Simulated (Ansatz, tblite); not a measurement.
**SiCl(vinyl)3 (C₆H₉ClSi): rung by rung, part 1 of 2**

How do method and basis change the picture of SiCl(vinyl)3 (C₆H₉ClSi) (singlet)?

Program: Ansatz 0.2.0, Gaussian basis. Level of theory: as each input shows. These are calculated values, not measurements.

The runs, in order: GFN1-xTB, GFN2-xTB, PBE-D4/def2-TZVP, r2SCAN-D4/def2-TZVP, CAM-B3LYP-D4/def2-TZVP, r2SCANh-D4/def2-TZVP, LDA/def2-TZVP, PBE-D4/def2-SVP, PBE0-D4/def2-SVP, HF/6-31G, B3LYP-D4/6-31G, CCSD(T)/def2-SVP, MP2/def2-TZVP, RPA/def2-TZVP.

2 further runs of the same task are left out: 2 set aside as unsound or not needed.

**1. The structure**

The geometry is that of the singlet, from an earlier relaxation (PBE-D4/def2-SVP).

17 atoms, charge 0, spin multiplicity 1.

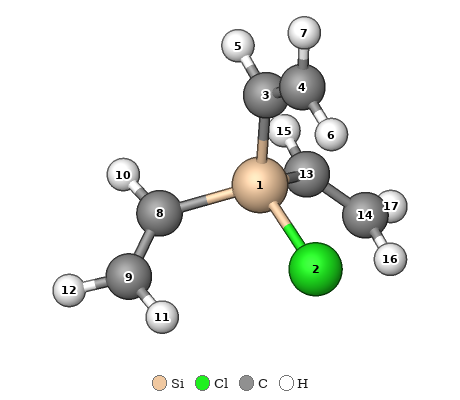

The geometry (silicon light orange, chlorine green, carbon grey, hydrogen white); atoms are numbered from 1 in the order of the file.

PBE0-D4/def2-TZVP was run before; its log isn't repeated, and its numbers join the tables.

**2. GFN1-xTB**

Tight binding, by tblite at 300 K electronic temperature and without a spin-polarisation term:

```python
tblite.interface.Calculator('GFN1-xTB', numbers, positions, charge=0, uhf=0).singlepoint()
```

Energy -642.1436 eV, HOMO -11.65 eV, LUMO -7.55 eV; 0.01 s.

**3. GFN2-xTB**

Tight binding, by tblite at 300 K electronic temperature and without a spin-polarisation term:

```python
tblite.interface.Calculator('GFN2-xTB', numbers, positions, charge=0, uhf=0).singlepoint()
```

Energy -642.6728 eV, HOMO -10.82 eV, LUMO -6.79 eV; 0.009 s.

**4. PBE-D4/def2-TZVP**

start.molden holds the orbitals of an earlier run on this state, given as this run's starting guess.

The input, in.yaml:

```yaml
crystal:
  periodic: [false, false, false]
  atoms:
    - {symbol: Si, position_ang: [-0.001190, 0.001439, 0.049791]}
    - {symbol: Cl, position_ang: [0.023831, 0.010539, 2.149534]}
    - {symbol: C, position_ang: [1.747794, -0.282921, -0.565211]}
    - {symbol: C, position_ang: [2.822501, -0.480093, 0.222866]}
    - {symbol: H, position_ang: [1.895321, -0.287317, -1.663336]}
    - {symbol: H, position_ang: [2.733932, -0.484857, 1.323052]}
    - {symbol: H, position_ang: [3.831762, -0.643909, -0.193720]}
    - {symbol: C, position_ang: [-0.642125, 1.660388, -0.545780]}
    - {symbol: C, position_ang: [-0.990936, 2.687345, 0.253357]}
    - {symbol: H, position_ang: [-0.735930, 1.793984, -1.641683]}
    - {symbol: H, position_ang: [-0.918342, 2.609651, 1.351976]}
    - {symbol: H, position_ang: [-1.362114, 3.644809, -0.152219]}
    - {symbol: C, position_ang: [-1.129697, -1.381341, -0.526511]}
    - {symbol: C, position_ang: [-1.818938, -2.206629, 0.285149]}
    - {symbol: H, position_ang: [-1.228107, -1.520566, -1.621317]}
    - {symbol: H, position_ang: [-1.757813, -2.114132, 1.383316]}
    - {symbol: H, position_ang: [-2.469960, -3.006391, -0.109252]}
basis:
  gaussian: {orbitals: def2-TZVP, initial_orbitals: start.molden}
hamiltonian: {xc: pbe, dispersion: d4}
scf: {omitted_lower_state_checks: [starts]}
output: {orbitals: {seedname: orbitals}}
```

On the command line:

```bash
> ansatz run in.yaml --threads 4 --pin off --events-out ev --progress --plain --max-ram 8704MiB
```

Log:

```text
Functional definition: PBE
  name "PBE"
  cite "Perdew, Burke & Ernzerhof, Phys. Rev. Lett. 77, 3865 (1996) doi:10.1103/PhysRevLett.77.3865"
  parent pbe
  parameter kappa = 0.804
  parameter beta = 0.06672455060314922
  exchange = pbe_x(kappa = kappa, mu = beta*pi^2/3)
  correlation = pbe_c(beta = beta)
these checks for a lower state are left out or cut short: starts
1984 factors; their error is unknown
mean field evaluation 1: about -26753.9153 eV, gradient 1.4e1 eV
mean field evaluation 2: about -26754.0762 eV, gradient 2.0e-1 eV
mean field evaluation 4: about -26754.0179 eV, gradient 9.6e-4 eV
mean field -26754.01794552 eV, -983.1920249732 hartree, gradient 1.7e-5 eV, S^2 0.000000; 0 other end points of the search recorded, 0 dependent functions left out
reference -26754.01800080 eV, -983.1920270045 hartree; 38, 38 occupied and 276, 276 virtual orbitals, 1984 factors
Total energy: -26754.52130653 eV, -983.2105231490 hartree
Checks for a lower state left out: starts
```

Wall time 2.6 s (4 threads of Intel Xeon 6975P-C, shared host).

Report: HOMO -6.64 eV, LUMO -1.82 eV.

**5. r2SCAN-D4/def2-TZVP**

in.yaml: that of step 4 with these lines changed.

```diff
@@ -22,3 +22,3 @@
   gaussian: {orbitals: def2-TZVP, initial_orbitals: start.molden}
-hamiltonian: {xc: pbe, dispersion: d4}
+hamiltonian: {xc: r2scan, dispersion: d4}
 scf: {omitted_lower_state_checks: [starts]}
```

Same command.

Log:

```text
Functional definition: r2SCAN
  name "r2SCAN"
  cite "Furness, Kaplan, Ning, Perdew & Sun, J. Phys. Chem. Lett. 11, 8208 (2020) doi:10.1021/acs.jpclett.0c02405"
  cite "Furness, Kaplan, Ning, Perdew & Sun, J. Phys. Chem. Lett. 11, 9248 (2020) doi:10.1021/acs.jpclett.0c03077"
  parent r2scan
  parameter k0 = 0.174
  parameter k1 = 0.065
  parameter a1 = 4.9479
  exchange = r2scan_x(k0 = k0, k1 = k1, a1 = a1)
  correlation = r2scan_c
these checks for a lower state are left out or cut short: starts
1984 factors; their error is unknown
mean field evaluation 1: about -26766.4848 eV, gradient 8.7e0 eV
mean field evaluation 2: about -26766.5429 eV, gradient 8.1e-2 eV
mean field evaluation 4: about -26766.4919 eV, gradient 6.6e-4 eV
mean field -26766.49189725 eV, -983.6504342439 hartree, gradient 8.9e-6 eV, S^2 0.000000; 0 other end points of the search recorded, 0 dependent functions left out
reference -26766.49191268 eV, -983.6504348113 hartree; 38, 38 occupied and 276, 276 virtual orbitals, 1984 factors
Total energy: -26766.62741121 eV, -983.6554142902 hartree
Checks for a lower state left out: starts
```

Run time: 4.2 s. Hardware: 4 threads of Intel Xeon 6975P-C, shared host.

From the report: HOMO -6.84 eV, LUMO -1.64 eV.

**6. CAM-B3LYP-D4/def2-TZVP**

in.yaml: that of step 5 with these lines changed.

```diff
@@ -22,3 +22,3 @@
   gaussian: {orbitals: def2-TZVP, initial_orbitals: start.molden}
-hamiltonian: {xc: r2scan, dispersion: d4}
+hamiltonian: {xc: {name: CAM-B3LYP}, dispersion: d4}
 scf: {omitted_lower_state_checks: [starts]}
```

The command is unchanged.

Log:

```text
Functional definition: CAM-B3LYP
  name "CAM-B3LYP"
  cite "Yanai, Tew & Handy, Chem. Phys. Lett. 393, 51 (2004) doi:10.1016/j.cplett.2004.06.011"
  cite "Iikura, Tsuneda, Yanai & Hirao, J. Chem. Phys. 115, 3540 (2001) doi:10.1063/1.1383587"
  cite "Becke, Phys. Rev. A 38, 3098 (1988) doi:10.1103/PhysRevA.38.3098"
  cite "Lee, Yang & Parr, Phys. Rev. B 37, 785 (1988) doi:10.1103/PhysRevB.37.785"
  cite "Vosko, Wilk & Nusair, Can. J. Phys. 58, 1200 (1980) doi:10.1139/p80-159"
  parameter alpha = 0.19
  parameter beta = 0.46
  parameter omega = 0.33/bohr
  parameter ac = 0.81
  # Exact exchange under (alpha + beta erf(omega r))/r, Becke's under what is left of 1/r.
  exchange = (1 - alpha - beta)*b88_x + beta*b88_x_sr(omega) + alpha*exact_x + beta*exact_x_lr(omega)
  correlation = (1 - ac)*vwn5_c + ac*lyp_c
these checks for a lower state are left out or cut short: starts
2000 factors; their error is unknown
531 factors; integrals over basis functions are off by at most 1.9e-5 eV
mean field evaluation 1: about -26768.5267 eV, gradient 9.6e0 eV
mean field evaluation 2: about -26768.6718 eV, gradient 1.3e-1 eV
mean field evaluation 4: about -26768.6967 eV, gradient 4.8e-4 eV
mean field -26768.69673846 eV, -983.7314606640 hartree, gradient 2.0e-5 eV, S^2 0.000000; 0 other end points of the search recorded, 0 dependent functions left out
reference -26768.69691214 eV, -983.7314670467 hartree; 38, 38 occupied and 276, 276 virtual orbitals, 2000 factors
Total energy: -26769.14345860 eV, -983.7478773265 hartree
Checks for a lower state left out: starts
```

Wall time 4.9 s (4 threads of Intel Xeon 6975P-C, shared host); peak memory 1.4 GiB.

From the report: HOMO -9.02 eV, LUMO 0.30 eV.

**7. r2SCANh-D4/def2-TZVP**

in.yaml: that of step 6 with these lines changed.

```diff
@@ -22,3 +22,3 @@
   gaussian: {orbitals: def2-TZVP, initial_orbitals: start.molden}
-hamiltonian: {xc: {name: CAM-B3LYP}, dispersion: d4}
+hamiltonian: {xc: {name: r2SCANh}, dispersion: d4}
 scf: {omitted_lower_state_checks: [starts]}
```

Same command.

Log:

```text
Functional definition: r2SCANh
  name "r2SCANh"
  cite "Bursch, Neugebauer, Ehlert & Grimme, J. Chem. Phys. 156, 134105 (2022) doi:10.1063/5.0086040"
  cite "Furness, Kaplan, Ning, Perdew & Sun, J. Phys. Chem. Lett. 11, 8208 (2020) doi:10.1021/acs.jpclett.0c02405"
  cite "Furness, Kaplan, Ning, Perdew & Sun, J. Phys. Chem. Lett. 11, 9248 (2020) doi:10.1021/acs.jpclett.0c03077"
  parent r2scan
  parameter a = 0.1
  parameter k0 = 0.174
  parameter k1 = 0.065
  parameter a1 = 4.9479
  exchange = (1 - a)*r2scan_x(k0 = k0, k1 = k1, a1 = a1) + a*exact_x
  correlation = r2scan_c
these checks for a lower state are left out or cut short: starts
1984 factors; their error is unknown
mean field evaluation 1: about -26766.0758 eV, gradient 7.6e0 eV
mean field evaluation 2: about -26766.1176 eV, gradient 5.3e-2 eV
mean field evaluation 4: about -26766.1115 eV, gradient 4.9e-4 eV
mean field -26766.11151458 eV, -983.6364554387 hartree, gradient 9.3e-6 eV, S^2 0.000000; 0 other end points of the search recorded, 0 dependent functions left out
reference -26766.11152874 eV, -983.6364559593 hartree; 38, 38 occupied and 276, 276 virtual orbitals, 1984 factors
Total energy: -26766.25632674 eV, -983.6417771877 hartree
Checks for a lower state left out: starts
```

It took 5.5 s on 4 threads of Intel Xeon 6975P-C, shared host; peak memory 1.3 GiB.

HOMO -7.25 eV, LUMO -1.28 eV.

**8. LDA/def2-TZVP**

in.yaml: that of step 7 with these lines changed.

```diff
@@ -22,3 +22,3 @@
   gaussian: {orbitals: def2-TZVP, initial_orbitals: start.molden}
-hamiltonian: {xc: {name: r2SCANh}, dispersion: d4}
+hamiltonian: {xc: lda}
 scf: {omitted_lower_state_checks: [starts]}
```

Same command.

Log:

```text
Functional definition: SPW92
  name "SPW92"
  cite "Dirac, Proc. Camb. Phil. Soc. 26, 376 (1930) doi:10.1017/S0305004100016108"
  cite "Slater, Phys. Rev. 81, 385 (1951) doi:10.1103/PhysRev.81.385"
  cite "Perdew & Wang, Phys. Rev. B 45, 13244 (1992) doi:10.1103/PhysRevB.45.13244"
  exchange = slater_x
  correlation = pw_c
these checks for a lower state are left out or cut short: starts
1984 factors; their error is unknown
mean field evaluation 1: about -26639.3624 eV, gradient 4.5e1 eV
mean field evaluation 2: about -26640.0727 eV, gradient 9.4e-1 eV
mean field evaluation 4: about -26640.0211 eV, gradient 6.0e-1 eV
mean field evaluation 8: about -26640.0216 eV, gradient 1.6e-5 eV
mean field -26640.02161466 eV, -979.0027370836 hartree, gradient 1.6e-5 eV, S^2 0.000000; 0 other end points of the search recorded, 0 dependent functions left out
reference -26640.02166479 eV, -979.0027389258 hartree; 38, 38 occupied and 276, 276 virtual orbitals, 1984 factors
Total energy: -26640.02166479 eV, -979.0027389258 hartree
Checks for a lower state left out: starts
```

Wall time 2 s (4 threads of Intel Xeon 6975P-C, shared host).

HOMO -6.84 eV, LUMO -2.06 eV.

**9. PBE-D4/def2-SVP**

in.yaml: that of step 8 with these lines changed.

```diff
@@ -21,4 +21,4 @@
 basis:
-  gaussian: {orbitals: def2-TZVP, initial_orbitals: start.molden}
-hamiltonian: {xc: lda}
+  gaussian: {orbitals: def2-SVP, initial_orbitals: start.molden}
+hamiltonian: {xc: pbe, dispersion: d4}
 scf: {omitted_lower_state_checks: [starts]}
```

The command is unchanged.

Log:

```text
Functional definition: PBE
  name "PBE"
  cite "Perdew, Burke & Ernzerhof, Phys. Rev. Lett. 77, 3865 (1996) doi:10.1103/PhysRevLett.77.3865"
  parent pbe
  parameter kappa = 0.804
  parameter beta = 0.06672455060314922
  exchange = pbe_x(kappa = kappa, mu = beta*pi^2/3)
  correlation = pbe_c(beta = beta)
these checks for a lower state are left out or cut short: starts
1861 factors; their error is unknown
mean field evaluation 1: about -26739.7699 eV, gradient 9.6e0 eV
mean field evaluation 2: about -26740.0229 eV, gradient 2.0e-1 eV
mean field evaluation 4: about -26739.9170 eV, gradient 5.2e-4 eV
mean field -26739.91703982 eV, -982.6738262466 hartree, gradient 2.6e-5 eV, S^2 0.000000; 0 other end points of the search recorded, 0 dependent functions left out
reference -26739.91708264 eV, -982.6738278202 hartree; 38, 38 occupied and 127, 127 virtual orbitals, 1861 factors
Total energy: -26740.42038837 eV, -982.6923239647 hartree
Checks for a lower state left out: starts
```

Wall time 1.3 s (4 threads of Intel Xeon 6975P-C, shared host).

From the report: HOMO -6.54 eV, LUMO -1.62 eV.

**10. PBE0-D4/def2-SVP**

in.yaml: that of step 9 with these lines changed.

```diff
@@ -22,3 +22,3 @@
   gaussian: {orbitals: def2-SVP, initial_orbitals: start.molden}
-hamiltonian: {xc: pbe, dispersion: d4}
+hamiltonian: {xc: pbe0, dispersion: d4}
 scf: {omitted_lower_state_checks: [starts]}
```

Launched as before.

Log:

```text
Functional definition: PBE0
  name "PBE0"
  cite "Adamo & Barone, J. Chem. Phys. 110, 6158 (1999) doi:10.1063/1.478522"
  cite "Perdew, Burke & Ernzerhof, Phys. Rev. Lett. 77, 3865 (1996) doi:10.1103/PhysRevLett.77.3865"
  parent pbe
  parameter a = 0.25
  parameter kappa = 0.804
  parameter beta = 0.06672455060314922
  exchange = (1 - a)*pbe_x(kappa = kappa, mu = beta*pi^2/3) + a*exact_x
  correlation = pbe_c(beta = beta)
these checks for a lower state are left out or cut short: starts
1879 factors; their error is unknown
mean field evaluation 1: about -26742.4615 eV, gradient 6.5e0 eV
mean field evaluation 2: about -26742.5837 eV, gradient 8.8e-2 eV
mean field evaluation 4: about -26742.6598 eV, gradient 2.0e-4 eV
mean field -26742.65977567 eV, -982.7746199301 hartree, gradient 1.8e-5 eV, S^2 0.000000; 0 other end points of the search recorded, 0 dependent functions left out
reference -26742.65981011 eV, -982.7746211958 hartree; 38, 38 occupied and 127, 127 virtual orbitals, 1879 factors
Total energy: -26743.09434887 eV, -982.7905902005 hartree
Checks for a lower state left out: starts
```

It took 1.9 s on 4 threads of Intel Xeon 6975P-C, shared host.

Report: HOMO -7.67 eV, LUMO -0.66 eV.

**11. HF/6-31G**

in.yaml: that of step 10 with these lines changed.

```diff
@@ -21,4 +21,4 @@
 basis:
-  gaussian: {orbitals: def2-SVP, initial_orbitals: start.molden}
-hamiltonian: {xc: pbe0, dispersion: d4}
+  gaussian: {orbitals: 6-31G}
+hamiltonian: {xc: hf}
 scf: {omitted_lower_state_checks: [starts]}
```

Same command.

Log:

```text
Functional definition: HF
  name "HF"
  cite "Fock, Z. Phys. 61, 126 (1930) doi:10.1007/BF01340294"
  parent pbe
  exchange = exact_x
  correlation = 0
these checks for a lower state are left out or cut short: starts
1330 factors; integrals over basis functions are off by at most 2.5e-4 eV
mean field evaluation 1: about -26683.0414 eV, gradient 3.0e1 eV
mean field evaluation 2: about -26683.0459 eV, gradient 3.0e1 eV
mean field evaluation 4: about -26685.9542 eV, gradient 2.5e0 eV
mean field evaluation 8: about -26685.9757 eV, gradient 1.5e-2 eV
mean field -26685.97572775 eV, -980.6915195907 hartree, gradient 3.7e-5 eV, S^2 0.000000; 0 other end points of the search recorded, 0 dependent functions left out
reference -26685.97572775 eV, -980.6915195907 hartree; 38, 38 occupied and 60, 60 virtual orbitals, 1330 factors
Total energy: -26685.97572775 eV, -980.6915195907 hartree
Checks for a lower state left out: starts
```

Wall time 0.65 s (4 threads of Intel Xeon 6975P-C, shared host).

Report: HOMO -10.02 eV, LUMO 3.35 eV.

**12. B3LYP-D4/6-31G**

in.yaml: that of step 11 with these lines changed.

```diff
@@ -22,3 +22,3 @@
   gaussian: {orbitals: 6-31G}
-hamiltonian: {xc: hf}
+hamiltonian: {xc: {name: B3LYP}, dispersion: d4}
 scf: {omitted_lower_state_checks: [starts]}
```

Same command.

Log:

```text
Functional definition: B3LYP
  name "B3LYP"
  cite "Stephens, Devlin, Chabalowski & Frisch, J. Phys. Chem. 98, 11623 (1994) doi:10.1021/j100096a001"
  cite "Becke, Phys. Rev. A 38, 3098 (1988) doi:10.1103/PhysRevA.38.3098"
  cite "Lee, Yang & Parr, Phys. Rev. B 37, 785 (1988) doi:10.1103/PhysRevB.37.785"
  cite "Vosko, Wilk & Nusair, Can. J. Phys. 58, 1200 (1980) doi:10.1139/p80-159"
  parameter a0 = 0.2
  parameter ax = 0.72
  parameter ac = 0.81
  exchange = (1 - a0 - ax)*slater_x + ax*b88_x + a0*exact_x
  correlation = (1 - ac)*vwn_rpa_c + ac*lyp_c
these checks for a lower state are left out or cut short: starts
1330 factors; integrals over basis functions are off by at most 2.5e-4 eV
mean field evaluation 1: about -26755.9998 eV, gradient 6.0e1 eV
mean field evaluation 2: about -26755.0354 eV, gradient 6.2e1 eV
mean field evaluation 4: about -26765.6802 eV, gradient 4.1e0 eV
mean field evaluation 8: about -26765.9983 eV, gradient 1.6e-1 eV
mean field evaluation 16: about -26765.9983 eV, gradient 5.7e-5 eV
mean field -26765.99834865 eV, -983.6322966677 hartree, gradient 5.7e-5 eV, S^2 0.000000; 0 other end points of the search recorded, 0 dependent functions left out
reference -26765.99862261 eV, -983.6323067356 hartree; 38, 38 occupied and 60, 60 virtual orbitals, 1330 factors
Total energy: -26766.80396624 eV, -983.6619025681 hartree
Checks for a lower state left out: starts
```

It took 1.2 s on 4 threads of Intel Xeon 6975P-C, shared host.

From the report: HOMO -7.36 eV, LUMO -0.59 eV.

**13. CCSD(T)/def2-SVP**

in.yaml: that of step 12 with these lines changed.

```diff
@@ -21,4 +21,4 @@
 basis:
-  gaussian: {orbitals: 6-31G}
-hamiltonian: {xc: {name: B3LYP}, dispersion: d4}
+  gaussian: {orbitals: def2-SVP, initial_orbitals: start.molden}
+correlation: {method: ccsd_t}
 scf: {omitted_lower_state_checks: [starts]}
```

The command is unchanged.

Log:

```text
Functional definition: HF
  name "HF"
  cite "Fock, Z. Phys. 61, 126 (1930) doi:10.1007/BF01340294"
  parent pbe
  exchange = exact_x
  correlation = 0
these checks for a lower state are left out or cut short: starts
1677 factors; integrals over basis functions are off by at most 1.6e-3 eV
mean field evaluation 1: about -26679.1603 eV, gradient 2.5e1 eV
mean field evaluation 2: about -26680.1515 eV, gradient 8.4e-1 eV
mean field evaluation 4: about -26680.1659 eV, gradient 6.8e-2 eV
mean field evaluation 8: about -26680.1659 eV, gradient 1.3e-6 eV
mean field -26680.16592271 eV, -980.4780131936 hartree, gradient 1.3e-6 eV, S^2 0.000000; 0 other end points of the search recorded, 0 dependent functions left out; unrestricted orbitals would lower it
16 core orbitals not correlated: weight in the atoms' cores, before any rotation towards them, 1.000 or more for the frozen orbitals, at most 0.000 for the correlated occupied ones
reference -26680.16592271 eV, -980.4780131936 hartree; 22, 22 occupied and 127, 127 virtual orbitals, 1677 factors
second order -27.70282944 eV of doubles, -0.00000000 eV of singles
cycle   1  -29.01389772 eV  change    -1.3e0 eV  update   1.2e-1
cycle   2  -29.85007193 eV  change   -8.4e-1 eV  update   4.1e-2
cycle   3  -30.02053680 eV  change   -1.7e-1 eV  update   1.8e-2
cycle   4  -30.02315891 eV  change   -2.6e-3 eV  update   5.4e-3
cycle   5  -30.02464954 eV  change   -1.5e-3 eV  update   1.8e-3
cycle   6  -30.02483349 eV  change   -1.8e-4 eV  update   5.2e-4
cycle   7  -30.02479820 eV  change    3.5e-5 eV  update   1.6e-4
cycle   8  -30.02485702 eV  change   -5.9e-5 eV  update   5.5e-5
cycle   9  -30.02484879 eV  change    8.2e-6 eV  update   1.9e-5
perturbative correction -1.11026331 eV, -0.0408014241 hartree
Total energy: -26711.30103481 eV, -981.6222074592 hartree
Checks for a lower state left out: starts
```

It took 16 s on 4 threads of Intel Xeon 6975P-C, shared host; peak memory 1.9 GiB.

Report: Hartree-Fock HOMO -9.95 eV, LUMO 3.24 eV; T1 0.012. Doubts: restricted state is unstable towards broken spin symmetry.

**14. MP2/def2-TZVP**

in.yaml: that of step 13 with these lines changed.

```diff
@@ -21,4 +21,4 @@
 basis:
-  gaussian: {orbitals: def2-SVP, initial_orbitals: start.molden}
-correlation: {method: ccsd_t}
+  gaussian: {orbitals: def2-TZVP, initial_orbitals: start.molden}
+correlation: {method: mp2}
 scf: {omitted_lower_state_checks: [starts]}
```

The command is unchanged.

Log:

```text
Functional definition: HF
  name "HF"
  cite "Fock, Z. Phys. 61, 126 (1930) doi:10.1007/BF01340294"
  parent pbe
  exchange = exact_x
  correlation = 0
these checks for a lower state are left out or cut short: starts
2065 factors; integrals over basis functions are off by at most 1.4e-3 eV
mean field evaluation 1: about -26692.5226 eV, gradient 3.8e1 eV
mean field evaluation 2: about -26693.7101 eV, gradient 1.3e0 eV
mean field evaluation 4: about -26694.1384 eV, gradient 1.3e-2 eV
mean field evaluation 8: about -26694.1385 eV, gradient 1.5e-6 eV
mean field -26694.13845476 eV, -980.9914942755 hartree, gradient 6.9e-6 eV, S^2 0.000000; 0 other end points of the search recorded, 0 dependent functions left out; unrestricted orbitals would lower it
16 core orbitals not correlated: weight in the atoms' cores, before any rotation towards them, 1.000 or more for the frozen orbitals, at most 0.000 for the correlated occupied ones
reference -26694.13845476 eV, -980.9914942755 hartree; 22, 22 occupied and 276, 276 virtual orbitals, 2065 factors
second order -33.82824054 eV of doubles, -0.00000000 eV of singles
Total energy: -26727.96669530 eV, -982.2346591859 hartree
Checks for a lower state left out: starts
```

Wall time 6.5 s (4 threads of Intel Xeon 6975P-C, shared host); peak memory 1.1 GiB.

Hartree-Fock HOMO -9.94 eV, LUMO 2.90 eV. Doubts: restricted state is unstable towards broken spin symmetry.

(Continued in part 2 of 2.)
